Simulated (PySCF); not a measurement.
## Geometry relaxation of CF$_{4}$ (charge +1) (part 1 of 2)

The run: geometry relaxation of CF$_{4}$, charge +1, multiplicity 2. Method and program: PBE/6-31G*, UKS (PySCF 2.14.0).

The atoms were displaced at random from an optimised geometry. The geometry is that of the parent species in another charge or spin state. Figures and captions count atoms from 1; the log counts them from 0 in places.

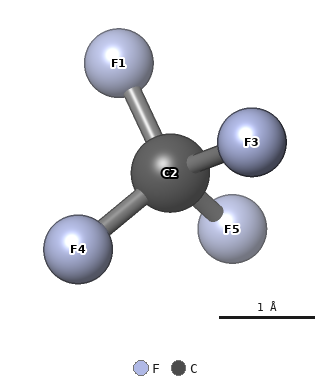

The input geometry (ball-and-stick view, seen at a tilt; atoms are numbered from 1 in the order of the input). Bond lengths as drawn: C–F 1.29 to 1.39 Å.

**Input (job.py)**
```python
import numpy
from pyscf import gto, dft, symm
from pyscf.hessian import thermo
from pyscf.geomopt.geometric_solver import kernel as optimise

system = gto.M(
    atom='''
F     -1.645475     0.037968     1.905262
C      0.038960    -0.027329    -0.068117
F      2.326744    -0.964439     0.805157
F     -0.892329    -1.434194    -1.910681
F      0.332541     2.240025    -0.905213
''',
    max_memory=1860,
    charge=1,
    verbose=3,
    spin=1,
    unit='bohr',
    basis='6-31g*',
)

calc0 = dft.UKS(system, xc='pbe')
calc0.grids.level = 4
calc0.conv_tol = 1e-10
calc0 = calc0.newton()
converged, mol_eq = optimise(calc0, maxsteps=80)
print('converged:', converged)
print(mol_eq.tostring())

calc0.reset(mol_eq)
system = mol_eq
calc0.kernel()
e_final = calc0.e_tot
print('E(%s) = %.9f' % ('PBE', e_final))
hess = calc0.Hessian().kernel()
modes = thermo.harmonic_analysis(system, hess)
print('frequencies (1/cm)', numpy.round(modes['freq_wavenumber'], 1))
symm.geom.TOLERANCE = 1e-3  # for the symmetry number
th = thermo.thermo(calc0, modes['freq_au'], 298.15, 101325)
thermo.dump_thermo(system, th)
```

Launched with:
```bash
OMP_NUM_THREADS=1 python job.py
```

**What the program printed**
```
#|     Arguments passed to driver run_optimizer():      |#
customengine              <pyscf.geomopt.geometric_solver.PySCFEngine object>
maxiter                   80
----------------------------------------------------------
Custom engine selected.
Bonds will be generated from interatomic distances less than 1.20 times sum of covalent radii
15 internal coordinates being used (instead of 15 Cartesians)
Internal coordinate system (atoms numbered from 1):
Distance 1-2
Distance 2-3
Distance 2-4
Distance 2-5
Angle 1-2-3
Angle 1-2-4
Angle 1-2-5
Angle 3-2-4
Angle 3-2-5
Angle 4-2-5
Translation-X 1-5
Translation-Y 1-5
Translation-Z 1-5
Rotation-A 1-5
Rotation-B 1-5
Rotation-C 1-5
<class 'geometric.internal.Distance'> : 4
<class 'geometric.internal.Angle'> : 6
<class 'geometric.internal.TranslationX'> : 1
<class 'geometric.internal.TranslationY'> : 1
<class 'geometric.internal.TranslationZ'> : 1
<class 'geometric.internal.RotationA'> : 1
<class 'geometric.internal.RotationB'> : 1
<class 'geometric.internal.RotationC'> : 1
> ===== Optimization Info: ====
> Job type: Energy minimization
> Maximum number of optimization cycles: 80
> Initial / maximum trust radius (Angstrom): 0.100 / 0.300
> Convergence Criteria:
> Will converge when all 5 criteria are reached:
>  |Delta-E| < 1.00e-06
>  RMS-Grad  < 3.00e-04
>  Max-Grad  < 4.50e-04
>  RMS-Disp  < 1.20e-03
>  Max-Disp  < 1.80e-03
> === End Optimization Info ===

Geometry optimization cycle 1
Cartesian coordinates (Angstrom)
 Atom        New coordinates             dX        dY        dZ
   F  -0.870748   0.020092   1.008221    0.000000  0.000000  0.000000
   C   0.020617  -0.014462  -0.036046    0.000000  0.000000  0.000000
   F   1.231260  -0.510359   0.426071    0.000000  0.000000  0.000000
   F  -0.472200  -0.758943  -1.011089    0.000000  0.000000  0.000000
   F   0.175973   1.185370  -0.479018    0.000000  0.000000  0.000000

WARN: HOMO -0.421273439360423 >= LUMO -0.421273439360423

converged SCF energy = -436.544393319119  <S^2> = 0.75133526  2S+1 = 2.0013348
--------------- SecondOrderUKS_Scanner gradients ---------------
         x                y                z
0 F    -0.0122279798     0.0129902878     0.0051628938
1 C    -0.0010210077     0.0149838320    -0.0194112065
2 F     0.0234489020    -0.0082800240     0.0027753112
3 F     0.0037736309     0.0108324691    -0.0000765593
4 F    -0.0140050021    -0.0305523134     0.0115390121
----------------------------------------------
cycle 1: E = -436.544393319  dE = -436.544  norm(grad) = 0.0544767
Step    0 : Gradient = 2.436e-02/3.553e-02 (rms/max) Energy = -436.5443933191
Hessian Eigenvalues: 5.00000e-02 5.00000e-02 5.00000e-02 ... 5.03294e-01 6.14223e-01 7.05225e-01

Geometry optimization cycle 2
Cartesian coordinates (Angstrom)
 Atom        New coordinates             dX        dY        dZ
   F  -0.839718  -0.034327   1.012052    0.031030 -0.054418  0.003831
   C   0.009404   0.008936  -0.050167   -0.011213  0.023398 -0.014121
   F   1.177437  -0.491174   0.436221   -0.053823  0.019185  0.010150
   F  -0.482724  -0.786840  -0.993251   -0.010524 -0.027897  0.017838
   F   0.222167   1.226465  -0.496158    0.046194  0.041095 -0.017140
converged SCF energy = -436.548122050283  <S^2> = 0.7513179  2S+1 = 2.0013175
--------------- SecondOrderUKS_Scanner gradients ---------------
         x                y                z
0 F    -0.0014144381    -0.0014173378     0.0031384340
1 C    -0.0026122790     0.0084753718    -0.0061218583
2 F     0.0002199515    -0.0025172316    -0.0008836251
3 F     0.0026715800    -0.0026947812     0.0021774536
4 F     0.0011188005    -0.0018689408     0.0017187740
----------------------------------------------
cycle 2: E = -436.54812205  dE = -0.00372873  norm(grad) = 0.0128061
Step    1 : Displace = 5.197e-02/6.391e-02 (rms/max) Trust = 1.000e-01 (=) Grad = 5.727e-03/1.078e-02 (rms/max) E (change) = -436.5481220503 (-3.729e-03) Quality = 0.923
Hessian Eigenvalues: 4.99996e-02 5.00000e-02 5.00000e-02 ... 4.99153e-01 6.12154e-01 6.84172e-01

Geometry optimization cycle 3
Cartesian coordinates (Angstrom)
 Atom        New coordinates             dX        dY        dZ
   F  -0.837033  -0.033921   1.007582    0.002685  0.000406 -0.004470
   C   0.014429   0.001565  -0.048200    0.005025 -0.007372  0.001967
   F   1.183024  -0.486139   0.444297    0.005586  0.005035  0.008076
   F  -0.492326  -0.778724  -0.997834   -0.009602  0.008116 -0.004583
   F   0.219342   1.221460  -0.498566   -0.002825 -0.005005 -0.002408
converged SCF energy = -436.548343821206  <S^2> = 0.75130446  2S+1 = 2.001304
--------------- SecondOrderUKS_Scanner gradients ---------------
         x                y                z
0 F    -0.0000618479    -0.0005005369     0.0010630963
1 C    -0.0014848843     0.0059199266    -0.0060639947
2 F     0.0018820470    -0.0015851598     0.0017241251
3 F     0.0000824154    -0.0009764974     0.0011124825
4 F    -0.0004452391    -0.0028742676     0.0021931960
----------------------------------------------
cycle 3: E = -436.548343821  dE = -0.000221771  norm(grad) = 0.00999511
Step    2 : Displace = 9.479e-03/1.312e-02 (rms/max) Trust = 1.414e-01 (+) Grad = 4.470e-03/8.604e-03 (rms/max) E (change) = -436.5483438212 (-2.218e-04) Quality = 1.301
Hessian Eigenvalues: 4.99788e-02 5.00000e-02 5.00000e-02 ... 5.36270e-01 6.11367e-01 7.27315e-01

Geometry optimization cycle 4
Cartesian coordinates (Angstrom)
 Atom        New coordinates             dX        dY        dZ
   F  -0.838826  -0.033284   1.007055   -0.001793  0.000636 -0.000527
   C   0.017088  -0.004978  -0.041483    0.002659 -0.006543  0.006717
   F   1.186588  -0.481417   0.444209    0.003565  0.004723 -0.000089
   F  -0.494781  -0.770684  -1.001314   -0.002455  0.008040 -0.003479
   F   0.219824   1.216337  -0.503919    0.000482 -0.005123 -0.005353
converged SCF energy = -436.548474974809  <S^2> = 0.75129061  2S+1 = 2.0012902
--------------- SecondOrderUKS_Scanner gradients ---------------
         x                y                z
0 F    -0.0002010020    -0.0002758912     0.0011541905
1 C    -0.0005264967     0.0036146036    -0.0055565747
2 F     0.0017716986    -0.0006086225     0.0020379694
3 F    -0.0002479626     0.0008873377     0.0008355016
4 F    -0.0008319307    -0.0036279792     0.0015527469
----------------------------------------------
cycle 4: E = -436.548474975  dE = -0.000131154  norm(grad) = 0.00843455
Step    3 : Displace = 7.317e-03/1.024e-02 (rms/max) Trust = 2.000e-01 (+) Grad = 3.772e-03/6.650e-03 (rms/max) E (change) = -436.5484749748 (-1.312e-04) Quality = 1.474
Hessian Eigenvalues: 4.97154e-02 5.00000e-02 5.00000e-02 ... 5.32098e-01 6.23156e-01 7.16886e-01

Geometry optimization cycle 5
Cartesian coordinates (Angstrom)
 Atom        New coordinates             dX        dY        dZ
   F  -0.842246  -0.030885   1.004630   -0.003420  0.002399 -0.002425
   C   0.020406  -0.012670  -0.031115    0.003318 -0.007692  0.010368
   F   1.190310  -0.476866   0.438873    0.003722  0.004551 -0.005335
   F  -0.494750  -0.764744  -1.003562    0.000031  0.005940 -0.002249
   F   0.221631   1.213817  -0.508984    0.001806 -0.002520 -0.005065
converged SCF energy = -436.548593127428  <S^2> = 0.75128008  2S+1 = 2.0012797
--------------- SecondOrderUKS_Scanner gradients ---------------
         x                y                z
0 F    -0.0002247045    -0.0000873801     0.0009062205
1 C     0.0006747897     0.0001933635    -0.0036857421
2 F     0.0004114084     0.0005169811     0.0013579532
3 F    -0.0002428482     0.0019072498     0.0008067517
4 F    -0.0006550299    -0.0025342847     0.0006282464
----------------------------------------------
cycle 5: E = -436.548593127  dE = -0.000118153  norm(grad) = 0.00536946
Step    4 : Displace = 8.081e-03/1.416e-02 (rms/max) Trust = 2.828e-01 (+) Grad = 2.401e-03/3.752e-03 (rms/max) E (change) = -436.5485931274 (-1.182e-04) Quality = 1.329
Hessian Eigenvalues: 4.85498e-02 5.00000e-02 5.00000e-02 ... 5.31732e-01 6.22995e-01 6.56819e-01

Geometry optimization cycle 6
Cartesian coordinates (Angstrom)
 Atom        New coordinates             dX        dY        dZ
   F  -0.845171  -0.028036   1.002313   -0.002925  0.002849 -0.002317
   C   0.021973  -0.015531  -0.024233    0.001567 -0.002861  0.006882
   F   1.192766  -0.476515   0.432379    0.002456  0.000351 -0.006494
   F  -0.492066  -0.764915  -1.003436    0.002684 -0.000171  0.000126
   F   0.222796   1.215327  -0.510400    0.001166  0.001510 -0.001416
converged SCF energy = -436.548642831921  <S^2> = 0.75128079  2S+1 = 2.0012804
--------------- SecondOrderUKS_Scanner gradients ---------------
         x                y                z
0 F    -0.0004411528     0.0000227027     0.0006644583
1 C     0.0010171961    -0.0012589317    -0.0017746197
2 F    -0.0003263329     0.0005624664     0.0004041718
3 F    -0.0000014966     0.0013544002     0.0006998112
4 F    -0.0002804307    -0.0006852511     0.0000105957
----------------------------------------------
cycle 6: E = -436.548642832  dE = -4.97045e-05  norm(grad) = 0.00314073
Step    5 : Displace = 5.162e-03/8.197e-03 (rms/max) Trust = 3.000e-01 (+) Grad = 1.405e-03/2.402e-03 (rms/max) E (change) = -436.5486428319 (-4.970e-05) Quality = 1.293
Hessian Eigenvalues: 4.84088e-02 4.99990e-02 5.00000e-02 ... 5.37015e-01 5.74599e-01 6.72044e-01

Geometry optimization cycle 7
Cartesian coordinates (Angstrom)
 Atom        New coordinates             dX        dY        dZ
   F  -0.845829  -0.026466   1.001233   -0.000658  0.001570 -0.001080
   C   0.021971  -0.014979  -0.021987   -0.000002  0.000552  0.002246
   F   1.193747  -0.477491   0.429053    0.000981 -0.000976 -0.003326
   F  -0.489749  -0.767268  -1.002941    0.002317 -0.002353  0.000496
   F   0.223455   1.217308  -0.509807    0.000659  0.001981  0.000593
converged SCF energy = -436.54865626485  <S^2> = 0.75128352  2S+1 = 2.0012831
--------------- SecondOrderUKS_Scanner gradients ---------------
         x                y                z
0 F    -0.0004034559     0.0000419076     0.0004611243
1 C     0.0006933462    -0.0010443576    -0.0006665502
2 F    -0.0003894601     0.0001749735    -0.0000363776
3 F     0.0001162343     0.0004243249     0.0003986640
4 F    -0.0000473829     0.0003960750    -0.0001562447
----------------------------------------------
cycle 7: E = -436.548656265  dE = -1.34329e-05  norm(grad) = 0.00176423
Step    6 : Displace = 2.668e-03/3.382e-03 (rms/max) Trust = 3.000e-01 (=) Grad = 7.890e-04/1.420e-03 (rms/max) E (change) = -436.5486562649 (-1.343e-05) Quality = 1.218
Hessian Eigenvalues: 4.82142e-02 4.99766e-02 5.00000e-02 ... 5.31215e-01 5.74369e-01 7.06942e-01
```
